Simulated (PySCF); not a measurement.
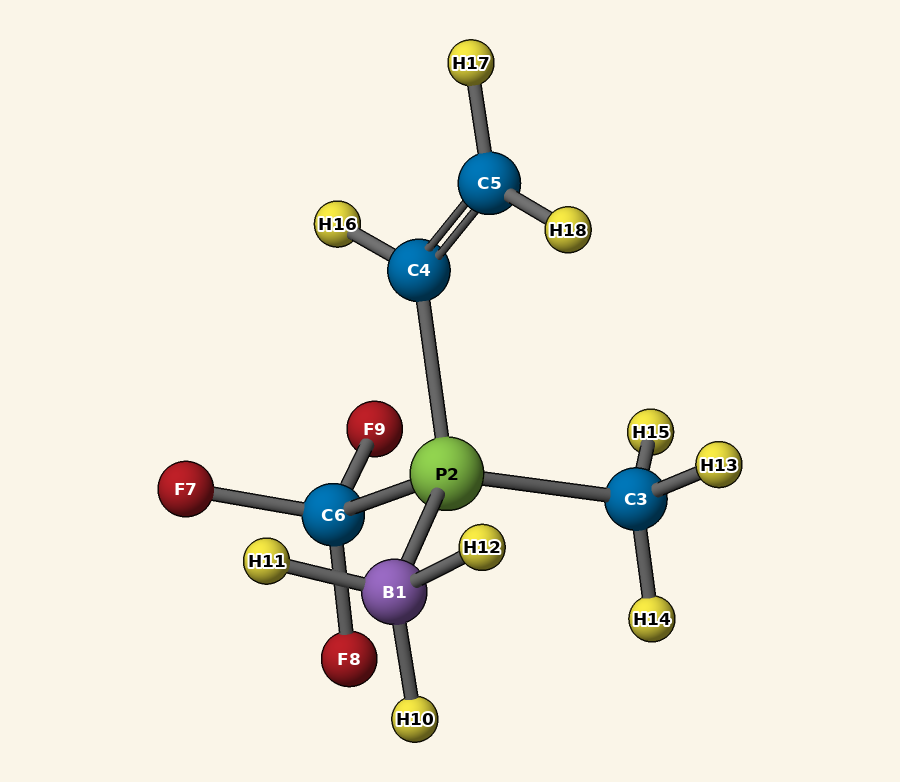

The questions are on isotropic NMR shieldings of the C atoms. The geometry was computed by an optimisation with GFN2-xTB. No frequency run is at hand to confirm it as a minimum. Method: GIAO PBE0/pcSseg-1 NMR shielding, non-relativistic, gas phase (PySCF 2.14.0).

List the isotropic NMR shieldings of the C atoms.

| atom | σ (ppm) |
| --- | --- |
| C3 | 172.1 |
| C4 | 48.5 |
| C5 | 42.1 |
| C6 | 48.6 |

The geometry is semi-empirical. Around B, P such bond lengths and angles can be off by a tenth of an ångström or more and by several degrees, and values that hang on the shape move with them.
